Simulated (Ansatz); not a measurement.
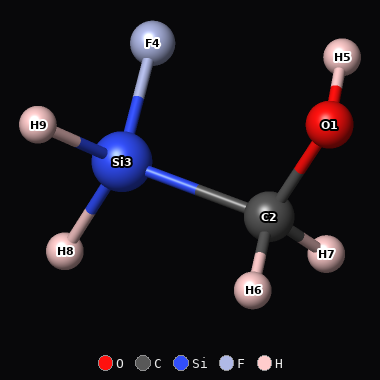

The system is CH5FOSi, SMILES OC[SiH2]F; the picture shows the reference structure. The first coordinate is: dihedral H5–O1–C2–Si3; the second: dihedral O1–C2–Si3–F4. Nothing is relaxed (all other coordinates rigid). The scan uses a 15 × 15 grid. All energies are given in cm⁻¹ relative to the lowest grid point. Computed with RKS PBE0-D4/def2-TZVP (Ansatz).

Its coordinates:

| atom | x (Å) | y (Å) | z (Å) |
| --- | --- | --- | --- |
| O | -0.2056 | 1.5823 | -0.6845 |
| C | 0.6744 | 0.5185 | -0.3446 |
| Si | -0.1934 | -0.7866 | 0.6873 |
| F | -1.4859 | -1.2379 | -0.1566 |
| H | -0.9543 | 1.2157 | -1.1627 |
| H | 1.4923 | 0.9595 | 0.2339 |
| H | 1.1363 | 0.0722 | -1.2373 |
| H | 0.6576 | -1.9841 | 0.9078 |
| H | -0.6797 | -0.2361 | 1.9746 |

Range: dihedral H5–O1–C2–Si3 from −180 to 156°; dihedral O1–C2–Si3–F4 from −180 to 156°.

**What landscape does the calculation give?**

The lowest grid point is at dihedral H5–O1–C2–Si3 = −60°, dihedral O1–C2–Si3–F4 = 60°. There are further wells near dihedral H5–O1–C2–Si3 = −60°, dihedral O1–C2–Si3–F4 = −180° (349 cm⁻¹ above the lowest at that grid point); dihedral H5–O1–C2–Si3 = 60°, dihedral O1–C2–Si3–F4 = −60° (386 cm⁻¹ above the lowest at that grid point); dihedral H5–O1–C2–Si3 = −180°, dihedral O1–C2–Si3–F4 = −180° (389 cm⁻¹ above the lowest at that grid point). The highest grid point, dihedral H5–O1–C2–Si3 = 108°, dihedral O1–C2–Si3–F4 = 12°, lies 1946 cm⁻¹ above the lowest. Round the minimum the valley is somewhat tilted: raising dihedral H5–O1–C2–Si3 shifts the best value of dihedral O1–C2–Si3–F4 downwards (coupling k₁₂/√(k₁₁k₂₂) about 0.4).

```csv
"dihedral O1–C2–Si3–F4 ↓, dihedral H5–O1–C2–Si3 →",−180,−156,−132,−108,−84,−60,−36,−12,12,36,60,84,108,132,156
156,577,732,877,787,539,428,656,1138,1466,1380,1156,1061,1016,854,635
132,850,1007,1190,1142,915,785,915,1240,1545,1612,1527,1489,1438,1226,945
108,828,925,1084,1062,892,833,1007,1240,1365,1394,1406,1475,1498,1307,990
84,576,626,720,640,436,395,674,1018,1089,993,976,1083,1162,1030,748
60,565,632,690,519,183,0,243,759,1025,946,871,941,1012,908,682
36,1019,1136,1216,1017,588,228,237,675,1149,1289,1284,1354,1410,1299,1092
12,1536,1662,1784,1646,1270,905,736,837,1157,1445,1632,1824,1946,1850,1626
−12,1504,1589,1718,1654,1410,1200,1112,1017,930,1023,1289,1634,1882,1856,1635
−36,956,1025,1139,1095,921,840,949,1001,753,503,588,922,1222,1256,1078
−60,526,638,769,716,529,452,641,920,877,542,386,538,743,751,598
−84,571,737,922,893,693,578,713,1021,1184,1021,824,830,900,815,625
−108,820,980,1201,1230,1082,997,1096,1282,1404,1365,1277,1300,1331,1182,922
−132,813,910,1103,1156,1079,1092,1277,1417,1365,1246,1210,1307,1393,1264,976
−156,539,600,732,736,651,717,1037,1322,1240,966,838,919,1028,944,696
−180,389,485,596,527,352,349,692,1165,1285,1013,769,743,784,689,484
```

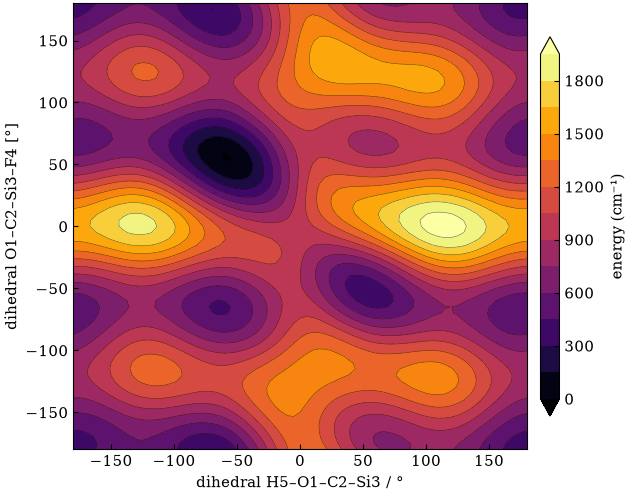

The picture shows filled contours, one colour for all values above the top of the scale. Between grid points the surface is interpolated.

Each point was launched as `ansatz run input.yaml --threads 1 --pin off --max-ram 2560MiB --backend cpu --events-out ev --progress --plain --runs-dir out`. The whole map (225 points run) took 38 min on 1 thread of Arm Neoverse N1, on a shared host.
